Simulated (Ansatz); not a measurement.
# Au(111) with 4 thermally displaced layers, 2x2: scattering by thermal displacements

Aim: the resistivity of Au at 180 K from frozen thermal displacements between perfect leads.

Calculated with Ansatz 0.2.0; Ansatz plane-wave DFT, PBE, PAW files; ballistic transport by layer matching (Landauer), zero bias; PAW set soft_1.

## (1) Set-up

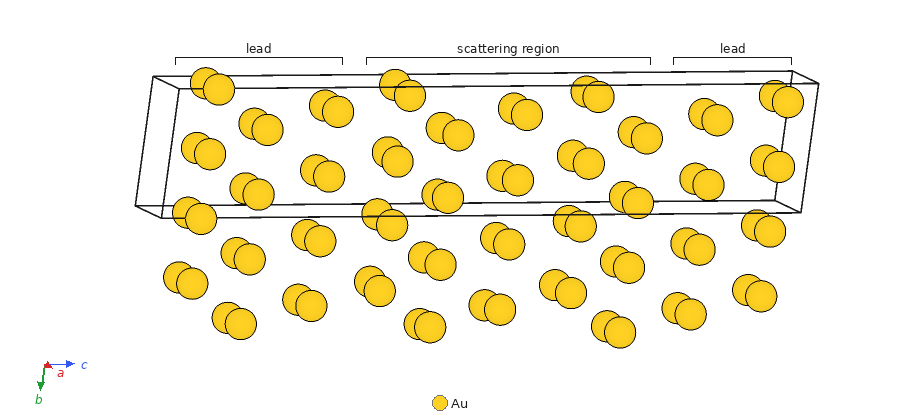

The cell as given, from the side, with the c axis across the page (gold yellow). 1×2×1 cells are drawn.

The cell holds 40 atoms: 40 Au. Cell: a = 5.768 Å, b = 5.768 Å, c = 23.605 Å, α = 93.5°, β = 86.5°, γ = 120.0°. It derives from Au. Regions: lead, 24 atoms (24 Au); scattering region, 16 atoms (16 Au). The structure is stacked along c, and the current runs across the ab planes.

## (2) With 4 displaced layers

Each atom of 4 layers is moved at random, by amounts drawn from a normal law 0.0707 Å wide in each direction from the Debye model (165 K) at 180 K. The layers about the cell's end stay perfect and serve as the lead. Disorder leaves little or no symmetry, which makes such runs dear. Energies from -0.05 to 0.05 eV in steps of 0.05 eV are too few for the program's thermal sum, so it prints no conductance; for a metal the transmission near the Fermi level serves, at a fraction of the cost.

input.yaml reads:

```yaml
crystal:
  lattice:
    - [5.7675164607, 0.0, 0.0]
    - [-2.8837582304, 4.9948157718, 0.0]
    - [1.4418791152, -0.8324692953, 23.5457873532]
  atoms:
    - { symbol: Au, position: [0.9916666667, 0.0083333333, 0.05] }
    - { symbol: Au, position: [0.9916666667, 0.5083333333, 0.05] }
    - { symbol: Au, position: [0.4916666667, 0.0083333333, 0.05] }
    - { symbol: Au, position: [0.4916666667, 0.5083333333, 0.05] }
    - { symbol: Au, position: [0.1416666667, 0.3583333333, 0.15] }
    - { symbol: Au, position: [0.1416666667, 0.8583333333, 0.15] }
    - { symbol: Au, position: [0.6416666667, 0.3583333333, 0.15] }
    - { symbol: Au, position: [0.6416666667, 0.8583333333, 0.15] }
    - { symbol: Au, position: [0.2916666667, 0.2083333333, 0.25] }
    - { symbol: Au, position: [0.2916666667, 0.7083333333, 0.25] }
    - { symbol: Au, position: [0.7916666667, 0.2083333333, 0.25] }
    - { symbol: Au, position: [0.7916666667, 0.7083333333, 0.25] }
    - { symbol: Au, position: [0.9486153851, 0.073511438, 0.3522266152] }
    - { symbol: Au, position: [0.9625999344, 0.5806420415, 0.3463803183] }
    - { symbol: Au, position: [0.4246893339, 0.0395868841, 0.3496764737] }
    - { symbol: Au, position: [0.4535056743, 0.5582708315, 0.3514888772] }
    - { symbol: Au, position: [0.0697397807, 0.4099610154, 0.4472769079] }
    - { symbol: Au, position: [0.1192298521, 0.9213607713, 0.4528504166] }
    - { symbol: Au, position: [0.5949654773, 0.4173369401, 0.4519753116] }
    - { symbol: Au, position: [0.5839826637, 0.9012361477, 0.4496553953] }
    - { symbol: Au, position: [0.2301809551, 0.2497793102, 0.549149167] }
    - { symbol: Au, position: [0.2389599581, 0.7683811495, 0.5452077596] }
    - { symbol: Au, position: [0.7476076845, 0.2492059344, 0.5483608183] }
    - { symbol: Au, position: [0.7242116187, 0.7561678118, 0.5492563977] }
    - { symbol: Au, position: [0.8901890522, 0.1008252652, 0.6502815024] }
    - { symbol: Au, position: [0.9171533333, 0.6138351885, 0.6482774988] }
    - { symbol: Au, position: [0.4021408308, 0.1068074798, 0.6517831048] }
    - { symbol: Au, position: [0.3973758942, 0.601832284, 0.6442043224] }
    - { symbol: Au, position: [0.0416666667, 0.4583333333, 0.75] }
    - { symbol: Au, position: [0.0416666667, 0.9583333333, 0.75] }
    - { symbol: Au, position: [0.5416666667, 0.4583333333, 0.75] }
    - { symbol: Au, position: [0.5416666667, 0.9583333333, 0.75] }
    - { symbol: Au, position: [0.1916666667, 0.3083333333, 0.85] }
    - { symbol: Au, position: [0.1916666667, 0.8083333333, 0.85] }
    - { symbol: Au, position: [0.6916666667, 0.3083333333, 0.85] }
    - { symbol: Au, position: [0.6916666667, 0.8083333333, 0.85] }
    - { symbol: Au, position: [0.8416666667, 0.1583333333, 0.95] }
    - { symbol: Au, position: [0.8416666667, 0.6583333333, 0.95] }
    - { symbol: Au, position: [0.3416666667, 0.1583333333, 0.95] }
    - { symbol: Au, position: [0.3416666667, 0.6583333333, 0.95] }
kpoints:
  mp_grid: { grid: [5, 5, 1] }
hamiltonian:
  xc: pbe
  pseudopotentials: { kind: paw, azcp: { folder: soft_1 } }
scf:
  occupations: { method: fermi_dirac, width: 0.1 }
output:
  transmission:
    leads: [[0, 4]]
    kmesh: [10, 10]
    e_range: [-0.05, 0.05]
    de: 0.05
  write_potential: true
  write_density: true
  volumetric_format: npy
  elf: true
```

Started as:

```console
$ ansatz run input.yaml --threads 4 --pin off --max-ram 15360MiB --backend cpu --events-out ev --progress --plain --runs-dir out
```

Numbers of over 12 decimals in the logs are rounded to 6 here.

Output:

```text
Engine: ansatz 0.2.0, aarch64-unknown-linux-gnu
Pseudopotentials: kind: paw
Pseudopotential: Au, paw, valence charge 19, recommended cutoff 420 eV (normal), soft_1/Au.paw.azcp
Functional definition: PBE
  parameter kappa = 0.804
  parameter beta = 0.066725
  exchange = pbe_x(kappa = kappa, mu = beta*pi^2/3)
  correlation = pbe_c(beta = beta)
Crystal: 40 atoms, lattice volume = 678.300 Å³
Basis set: ecut = 420 eV, 13321 PW (Γ)
Bands: 456, of which v1, the nominal top of the filled ones, is band 380 counted from 1 (379 counted from 0)
Symmetry: 1 space group operations
Space group: P1 (ITA 1), of the structure as read, at distance tolerance 8.8e-5 Å
k-points: 13 of 25 (time reversal used)
Non-local potential: Au, projectors of the file, l = 0: 3, l = 1: 2, l = 2: 2, l = 3: 1
PAW form: soft (Blöchl's): semilocal exchange-correlation on the pseudo side does not see the compensation charge
PAW one-centre angular grid: Au, 590 points (default); XC on 64 Gauss nodes
Initial density: superposition of atomic densities (chi_scale 0.1, normalization cell)
Initial wavefunctions: pseudopotential atomic-orbital guess
Functional: x = pbe(κ = 0.804, μ = 0.219515), c = pbe(β = 0.066725)
SCF iter   1: F=—  HF=-526056.536053 eV  |F-HF|=—  |Δ(HF+E_count)|=         —  Δρ=6.76e-2  dr2=3.40e1  ethr=3.10e-3  ⟨swp⟩=4.0  Hψ=17659  notcnv=0  defer=91
preconditioner: auto → Kerker (q_TF=auto, 2.781 Å⁻¹)  [metal: Δε(μ)=0.005 eV  Ē_g=10.176 eV  σ=0.100 eV  W_gap=0.01  n_scr=260 (ndim 8)  ℏωp=29.9 eV  f_vac=0.000  D(μ)=18.50/eV (n_scr^D=122)]
SCF iter   2: F=—  HF=-526048.439527 eV  |F-HF|=—  |Δ(HF+E_count)|=    8.10e0  Δρ=3.10e-2  dr2=6.93e0  ethr=3.10e-3  ⟨swp⟩=2.9  Hψ=9822  notcnv=0  defer=714
SCF iter   3: F=—  HF=-526046.495853 eV  |F-HF|=—  |Δ(HF+E_count)|=    1.94e0  Δρ=7.43e-3  dr2=2.23e-1  ethr=9.12e-4  ⟨swp⟩=2.0  Hψ=8243  notcnv=0  defer=714
SCF iter   4: F=—  HF=-526046.557287 eV  |F-HF|=—  |Δ(HF+E_count)|=   6.14e-2  Δρ=1.30e-3  dr2=6.93e-3  ethr=2.94e-5  ⟨swp⟩=2.7  Hψ=11804  notcnv=0  defer=714
SCF iter   5: F=—  HF=-526046.560863 eV  |F-HF|=—  |Δ(HF+E_count)|=   3.58e-3  Δρ=2.95e-4  dr2=7.07e-4  ethr=9.12e-7  ⟨swp⟩=2.0  Hψ=8075  notcnv=0  defer=714
SCF iter   6: F=—  HF=-526046.560888 eV  |F-HF|=—  |Δ(HF+E_count)|=   2.50e-5  Δρ=8.33e-5  dr2=9.98e-5  ethr=9.31e-8  ⟨swp⟩=2.8  Hψ=7994  notcnv=0  defer=714
SCF iter   7: F=—  HF=-526046.561291 eV  |F-HF|=—  |Δ(HF+E_count)|=   4.03e-4  Δρ=3.41e-5  dr2=1.20e-5  ethr=1.31e-8  ⟨swp⟩=2.0  Hψ=9579  notcnv=0  defer=714
SCF iter   8: F=—  HF=-526046.561290 eV  |F-HF|=—  |Δ(HF+E_count)|=   6.35e-7  Δρ=6.14e-6  dr2=1.33e-6  ethr=1.58e-9  ⟨swp⟩=2.2  Hψ=7953  notcnv=0  defer=714
SCF iter   9: F=—  HF=-526046.561290 eV  |F-HF|=—  |Δ(HF+E_count)|=   2.07e-8  Δρ=1.60e-6  dr2=1.49e-7  ethr=1.75e-10  ⟨swp⟩=1.1  Hψ=5218  notcnv=0  defer=714
SCF iter  10: F=-526046.561290 eV  HF=-526046.561290 eV  |F-HF|=2.89e-8  |Δ(HF+E_count)|=   3.03e-9  Δρ=1.12e-6  dr2=3.09e-8  ethr=1.32e-11  ⟨swp⟩=8.5  Hψ=22261  notcnv=0
SCF 1 converged in 10 iterations: F = -526046.561290 eV  dr2 = 3.09e-8
  greatest PAW one-centre occupation: 1.000 electrons in one spin orbital (limit 2), on the Au atom at site 25 (counted from 0), in its partial waves of l = 0
transmission: 162 of 1560 steps passed
transmission: 315 of 1560 steps passed
[...]
transmission: 1560 of 1560 steps passed
SCF converged after 10 iterations
Free energy (F): -526046.561290 eV
Harris-Foulkes:  -526046.561290 eV  (|F-HF|=2.89e-8)
Internal energy: -526046.081436 eV  (E = F + TS)
E sigma→0 (E₀):  -526046.321363 eV
Entropy (-TS):   -0.479854 eV (-11.996 meV/atom)
Fermi energy:    20.729876 eV
--- Per-component energies (eV) ---
  E_band       = -8240.624846
  E_kinetic    = 23141.849522
  E_local      = -67879.470732  (includes V_loc(G=0)·N_el)
  E_nonlocal   = 3921.264951
  E_hartree    = 29448.386222
  E_xc         = -8624.371924
  E_vxc        = -10476.227803  (∫ρ·V_xc dr)
  E_paw        = -389264.669929  (= ΣΔE_a)
  E_vpaw       = -15844.883946  (= ΣTr[D̂ρ^β])
  E_aug_tail   = 0.067177  (compensation charges beyond the density's cutoff)
  E_ewald      = -116789.136724
  E_smearing   = -0.479854  (= −TS)
  E_closure    = 0.000000  (closes the sum)
  Σ components = -526046.561290   (vs F -526046.561290, Δ=0.00e0)
--- Band table (eV; the first three rows and the last of 13) ---
  k-point 0: bands = [... 376 lower, 20.7855, 21.2089, 21.2399, 21.2622, 21.2742, 21.5408, 21.5711, 21.6596, ... 72 higher]
  k-point 1: bands = [... 376 lower, 20.3431, 20.4272, 20.4987, 20.6516, 20.7571, 20.8594, 20.9584, 21.0641, ... 72 higher]
  k-point 2: bands = [... 376 lower, 20.5180, 20.5409, 20.5588, 20.5970, 20.6468, 20.8258, 20.8632, 21.0648, ... 72 higher]
  k-point 12: bands = [... 376 lower, 19.5207, 20.1988, 20.3664, 20.7102, 20.7707, 20.8133, 21.2662, 22.2469, ... 72 higher]
--- Transmission ---
  basis      : 253 plane waves across, 30 finite elements along
  points     : 52, standing for a mesh of 10 x 10
  energies   : 3 from -0.050000 to 0.050000 eV about the Fermi level, 0.050000 eV apart; the leads are filled to 0.000000 eV, and channels, transmission and decay are at 0.000000 eV
  crystal 0  : Au4, at the sites [0, 4], period 2.3546 Å, over 14.13 Å; its Hamiltonian steps by up to 5.0 meV
    offset         : up to 0.0000 Å between an atom of the period and one for which it stands
    channels       : 3.210000e0 a spin
    conductance    : none, the energies end too early or step too widely for 300 K: set another output.transmission.e_range or a lower de, or, where they end at an eighth of basis.ecutwfc, a higher one
  junction   : crystal 0 to crystal 0, 0.70 to 21.89 Å
    transmission   : 3.153975e0 a spin
    conductance    : none, the energies end too early or step too widely for 300 K: set another output.transmission.e_range or a lower de, or, where they end at an eighth of basis.ecutwfc, a higher one
```

It took 13 min on 4 threads of Arm Neoverse V2, shared host; peak memory 6.5 GiB.

Reading the cycles: dr2 is the Hartree energy of the density residual (eV), the measure of convergence; HF is the Harris–Foulkes estimate of the energy, which meets the free energy F at convergence.

Numbers from this step:

```yaml
free_energy: -526046.5613 eV
energy_at_zero_smearing: -526046.3214 eV
fermi_energy: 20.73 eV
cell_area: 28.81 Å²
transmission_per_spin_nearest_the_fermi_level: 3.154
open_channels_per_spin_nearest_the_fermi_level: 3.21
step_of_the_lead_s_potential: 5 meV
```

Per spin. The transmission, zone mean stays at 3.15 for energy from -0.05 to 0.05 eV.

Per spin. The open channels, zone mean, lead stays at 3.21 for energy from -0.05 to 0.05 eV.

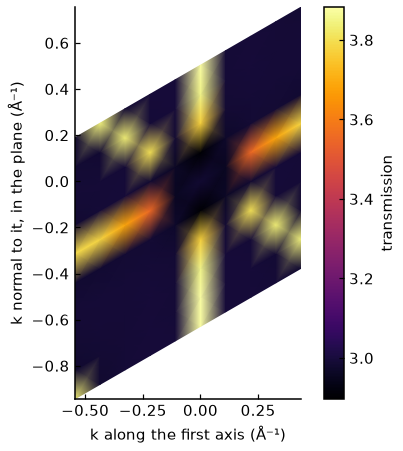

Transmission over k1 and k2. At 0.0000 eV from the Fermi level.

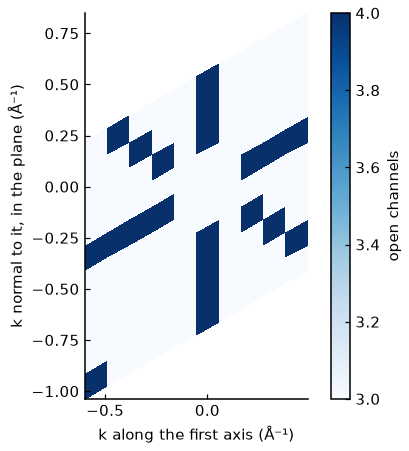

Open channels over k1 and k2. At 0.0000 eV from the Fermi level.

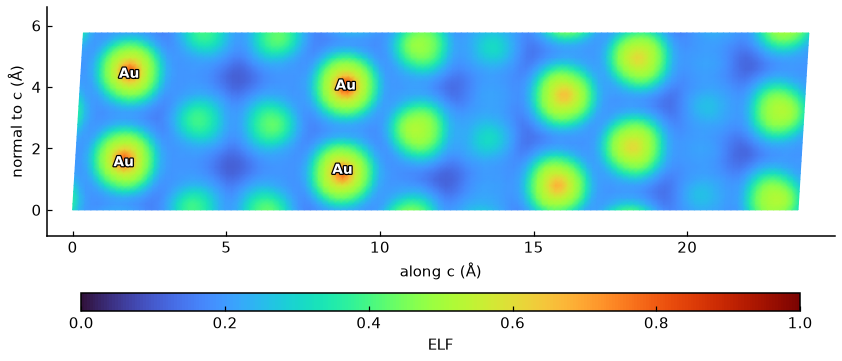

ELF in the ca plane at fractional y = 0.040, with atoms of Au within 0.2 Å of it. It is the smooth field of the valence electrons, not physical close to the nuclei. The map starts off the cell's origin, so that atoms lie inside it.

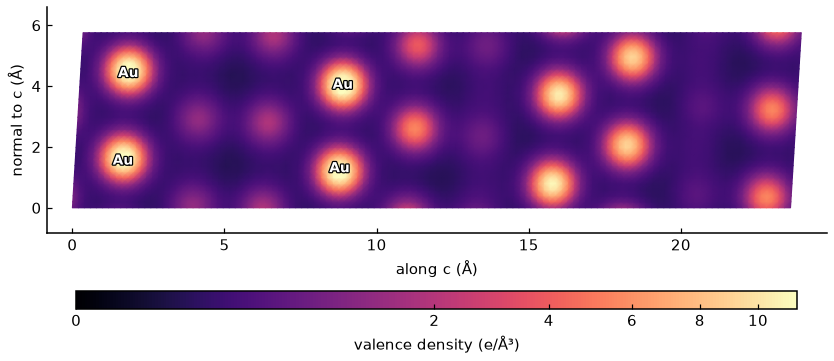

Valence density in the ca plane at fractional y = 0.040, with atoms of Au within 0.2 Å of it. It is the smooth field of the valence electrons, not physical close to the nuclei. The map starts off the cell's origin, so that atoms lie inside it. The colour scale is stretched toward low values.

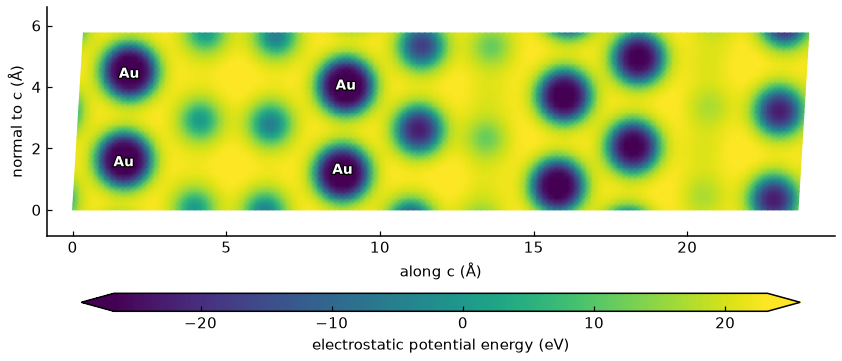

Electrostatic potential energy in the ca plane at fractional y = 0.040, with atoms of Au within 0.2 Å of it. With pseudopotentials it is smooth inside the atoms' cores, unlike the true potential. The map starts off the cell's origin, so that atoms lie inside it.

Over the solved energies the transmission per spin lies between 3.15 and 3.15, out of 3.21 channels of the lead on average (up to 3.21).

(Part 1 of 2 ends here.)

[Logs are printed without paths, hosts, clocks, repeated set-up lines and the standing remarks that a program may print on its own settings, such as how far it seeks lower states.]

[Hosts, paths, dates, database ids (printed as entryN), source tags and the programs' standing remarks are cut or masked in the printed files.]
